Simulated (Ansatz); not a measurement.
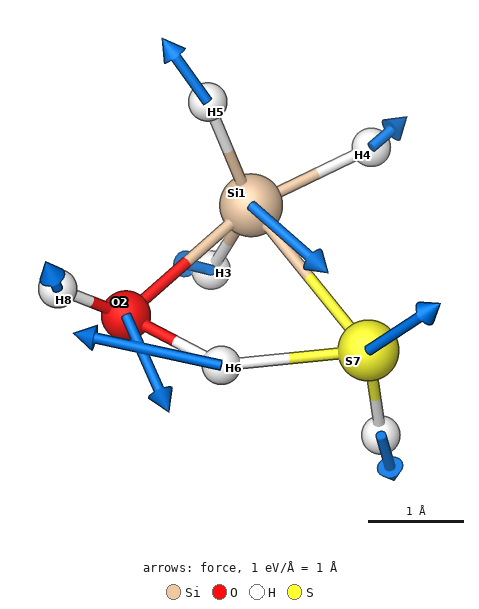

Starting geometry of SiH6SO with the computed forces as blue arrows. The picture is a ball-and-stick view, seen at a tilt.

The reaction that was planned forms Si1–S7, O2–H6 and breaks Si1–O2, H6–S7 (atoms numbered from 1 in input order).

Method: RKS PBE0-D4/def2-SVP in Ansatz 0.2.0. Settings: held fixed: the distance between atoms 1 (Si) and 7 (S), the distance between atoms 2 (O) and 6 (H), the distance between atoms 1 (Si) and 2 (O), the distance between atoms 6 (H) and 7 (S), counting from 1; force threshold 0.04 eV/Å; at most 150 steps.

> Is this structure relaxed? If not, where do the atoms go?

It isn't relaxed: the largest force vector, on an H atom, is 1.62 eV/Å. The final displacements have little in common with the starting forces (cosine between the two patterns 0.23). An H atom moves most after the best rigid fit: 0.33 Å. Largest moves by element: H 0.33 Å, S 0.10 Å, Si 0.07 Å, O 0.06 Å. Some distances before and after: H–Si 1.462 → 1.504 Å, H–S 1.324 → 1.351 Å, H–Si 1.489 → 1.515 Å, H–O 0.959 → 0.967 Å. Bond angles that change, for instance: H–Si–H 138.7° → 119.1°, H–Si–S 107.7° → 122.0°, Si–O–H 126.0° → 113.8°. Over 6 geometry steps the energy falls by 4.90 kcal/mol. Largest force component: 0.88 eV/Å at the start, 0.018 eV/Å at the end. The run took 11 s on 2 threads of Arm Neoverse V2 (shared host).
